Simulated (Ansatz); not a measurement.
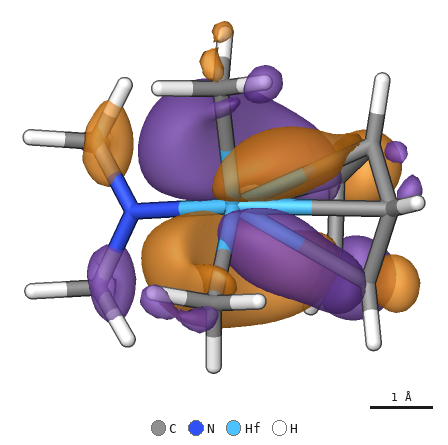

C9H17HfN (SMILES C[N](C)[Hf]1234([CH3])([CH3])[CH]5[CH]1[CH]2[CH]3[CH]54). One frontier orbital at ±0.1 Å⁻³ᐟ² (orange and purple are the two phases), seen at a tilt.

Geometry: PBE0-D4/def2-TZVP; core potentials replace the inner electrons of Hf.

Computed with RKS PBE0-D4/def2-TZVPP (Ansatz 0.2.0).

```yaml
atoms:
  - { symbol: C, position_ang: [-1.2893, -0.4002, -2.4199] }
  - { symbol: N, position_ang: [-0.2372, 0.2735, -1.7026] }
  - { symbol: C, position_ang: [0.7900, 0.7810, -2.5757] }
  - { symbol: Hf, position_ang: [-0.1064, 0.2637, 0.3292] }
  - { symbol: C, position_ang: [-2.2125, 0.5876, 1.0243] }
  - { symbol: C, position_ang: [0.9492, 2.1722, 0.8417] }
  - { symbol: C, position_ang: [0.6094, -0.9163, 2.5282] }
  - { symbol: C, position_ang: [1.7654, -0.7639, 1.7382] }
  - { symbol: C, position_ang: [1.6032, -1.5454, 0.5723] }
  - { symbol: C, position_ang: [0.3414, -2.1757, 0.6440] }
  - { symbol: C, position_ang: [-0.2731, -1.7823, 1.8539] }
  - { symbol: H, position_ang: [-0.9081, -1.2467, -3.0122] }
  - { symbol: H, position_ang: [-1.8061, 0.2786, -3.1141] }
  - { symbol: H, position_ang: [-2.0457, -0.7899, -1.7310] }
  - { symbol: H, position_ang: [0.3906, 1.5245, -3.2810] }
  - { symbol: H, position_ang: [1.5818, 1.2736, -2.0030] }
  - { symbol: H, position_ang: [1.2555, -0.0187, -3.1727] }
  - { symbol: H, position_ang: [-2.5927, 1.4847, 0.5157] }
  - { symbol: H, position_ang: [-2.9031, -0.2304, 0.7886] }
  - { symbol: H, position_ang: [-2.2876, 0.7667, 2.1026] }
  - { symbol: H, position_ang: [1.9965, 2.2156, 0.5209] }
  - { symbol: H, position_ang: [0.4213, 2.9888, 0.3289] }
  - { symbol: H, position_ang: [0.9354, 2.3978, 1.9138] }
  - { symbol: H, position_ang: [0.4168, -0.4238, 3.4705] }
  - { symbol: H, position_ang: [2.6212, -0.1510, 1.9779] }
  - { symbol: H, position_ang: [2.3144, -1.6413, -0.2359] }
  - { symbol: H, position_ang: [-0.0796, -2.8373, -0.1000] }
  - { symbol: H, position_ang: [-1.2505, -2.0856, 2.1977] }
```

**Which orbital is it: HOMO or LUMO?**

The LUMO, at −0.42 eV. By Hirshfeld shares it lies mainly on Hf4 (about 45 %), C10 (about 10 %) and C9 (about 10 %).
